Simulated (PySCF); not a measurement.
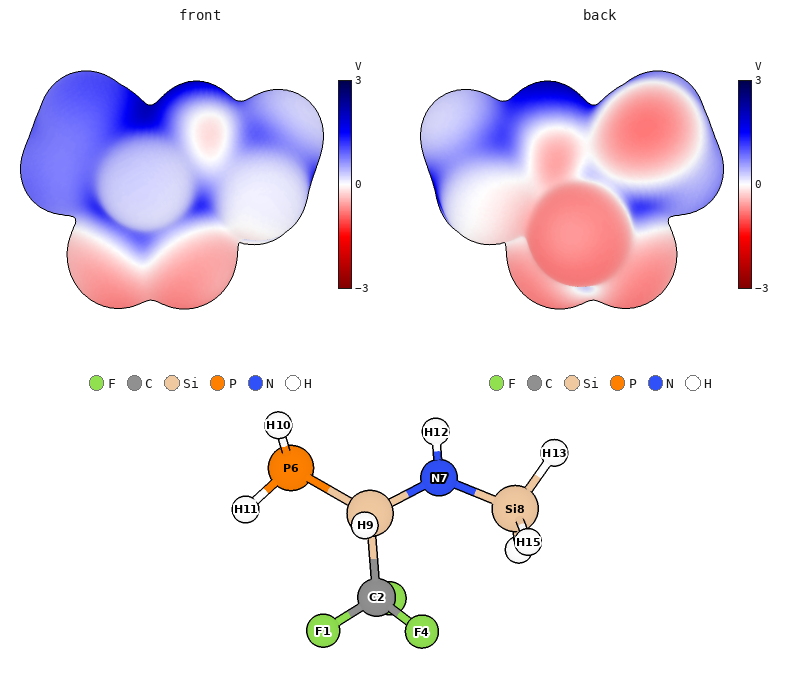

Figure. CH7F3NPSi2. The molecular electrostatic potential painted on the density surface at 0.002 e/bohr³, seen from the front and from behind; red is negative and blue positive. The bare structure is drawn below in the same view.

Geometry: GFN2-xTB, NEB image 0 of 0 to 8.

Theory: PBE0/pcSseg-1, SCF density, gas phase, non-relativistic (PySCF 2.14.0).

```yaml
atoms:
  - { symbol: F, position_ang: [-2.5918, -0.7659, 1.0836] }
  - { symbol: C, position_ang: [-1.3244, -0.9320, 0.6468] }
  - { symbol: F, position_ang: [-1.4177, -1.5959, -0.5198] }
  - { symbol: F, position_ang: [-0.7470, -1.7872, 1.5154] }
  - { symbol: Si, position_ang: [-0.3632, 0.7472, 0.5010] }
  - { symbol: P, position_ang: [-1.5358, 1.9969, -0.9260] }
  - { symbol: N, position_ang: [1.1406, 0.3302, -0.2074] }
  - { symbol: Si, position_ang: [2.1300, -1.1093, 0.0016] }
  - { symbol: H, position_ang: [-0.2408, 1.1663, 1.9056] }
  - { symbol: H, position_ang: [-1.0591, 3.2008, -0.4340] }
  - { symbol: H, position_ang: [-2.6793, 2.0489, -0.1458] }
  - { symbol: H, position_ang: [1.5291, 1.0218, -0.8275] }
  - { symbol: H, position_ang: [3.3865, -0.7534, -0.6573] }
  - { symbol: H, position_ang: [1.4726, -2.2388, -0.6467] }
  - { symbol: H, position_ang: [2.2958, -1.3216, 1.4366] }
```

> Which sites attract a positive test charge, and which a negative one?

A positive charge is drawn to the negative regions and a negative charge to the positive ones. The most negative region (about −0.8 V) lies over F1, F3 and P6, the most positive (about +2.1 V) over Si5 and H12.

> What dipole moment does the calculation give?

Its dipole moment is 3.08 D.
